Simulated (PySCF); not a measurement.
C2H13P3Si2 (SMILES CP(C)P([SiH3])P[SiH3])

The calculation's input:

```
{"job": {"kind": "nmr", "xc": "PBE0", "basis": "pcSseg-1"}, "charge": 0, "multiplicity": 1}
C     -2.767855     0.594084    -0.531350
P     -1.394866    -0.583523    -0.937094
C     -1.844599    -1.929309     0.255624
P      0.169060     0.384118     0.257966
Si     0.738167     1.931255    -1.272234
P      1.755128    -1.026254    -0.179821
Si     3.330280    -0.148018     1.150899
H     -2.635559     1.517011    -1.094257
H     -2.789345     0.819311     0.534545
H     -3.710677     0.134499    -0.826242
H     -1.968923    -1.535457     1.265263
H     -2.773505    -2.391388    -0.079911
H     -1.058985    -2.685544     0.252160
H      2.070163     2.417473    -0.900938
H      0.737216     1.401377    -2.637514
H     -0.252382     3.002296    -1.130083
H      1.334700    -1.944109     0.774122
H      2.800150     0.395711     2.404039
H      4.007534     0.910965     0.396578
H      4.249150    -1.253821     1.427335
```

Launched as:

```sh
OMP_NUM_THREADS=1 python probes_run.py task.json out
```

Geometry: GFN2-xTB.

Level of theory: PySCF, PBE0/pcSseg-1, SCF density, gas phase, non-relativistic.

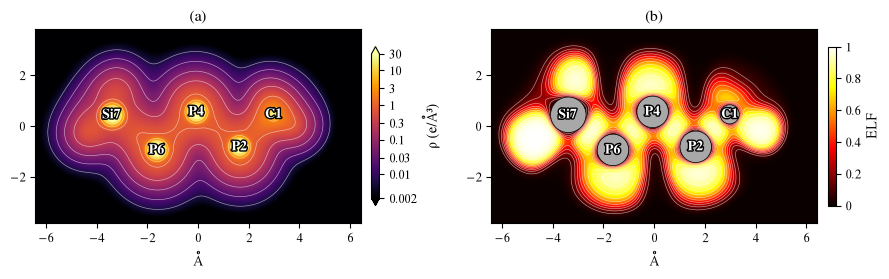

Figure 1. (a) electron density; (b) ELF on the plane of atoms P4, P6 and Si7. Grey discs cover the atomic cores in the ELF map.

**What does the map show?**

The plane passes through C, P and Si nuclei. C–P (1.85 Å): ρ is about 1.1 e/Å³ halfway; the ELF peaks at about 0.95 between the atoms, as expected for a shared electron pair. P–P (2.17 Å): the density is about 0.84 e/Å³ at the midpoint; the ELF peaks at about 0.90 between the atoms: localised, covalent bonding. Si–P (2.24 Å): ρ at the midpoint is about 0.75 e/Å³; the ELF peaks at about 0.95 between the atoms (localised, covalent bonding). The ELF also peaks beside P6, P2 and P4, away from the bonds: lone-pair regions.

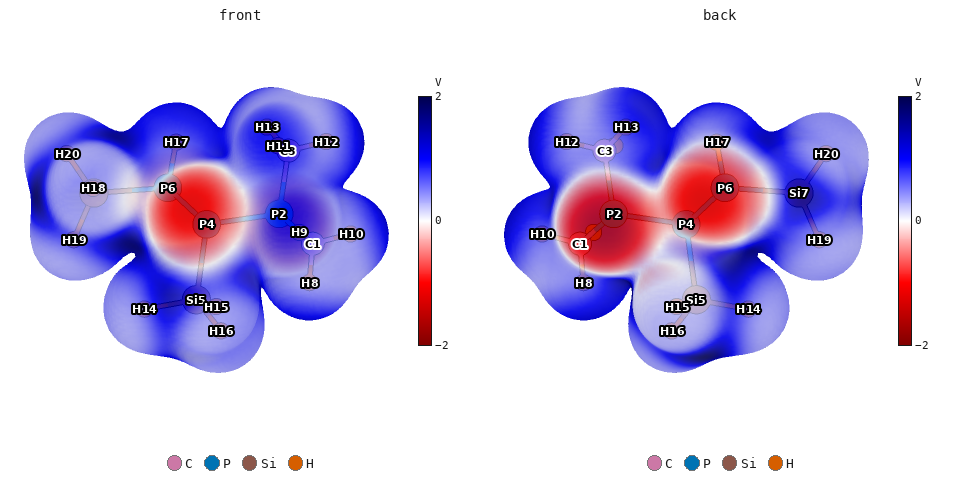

Figure 2. The electrostatic potential painted on the density surface at 0.004 e/bohr³, seen from the front and from behind; the colour scale runs from red (negative) to blue (positive).

**Which sites attract a positive test charge, and which a negative one?**

A positive charge is drawn to the negative regions and a negative charge to the positive ones. The most negative region (about −1.4 V, or −32 kcal/mol for a unit charge) lies over P2, the most positive (about +1.8 V, or +42 kcal/mol for a unit charge) over Si5 and Si7.

**What dipole moment does the calculation give?**

Its dipole moment is 1.34 D.
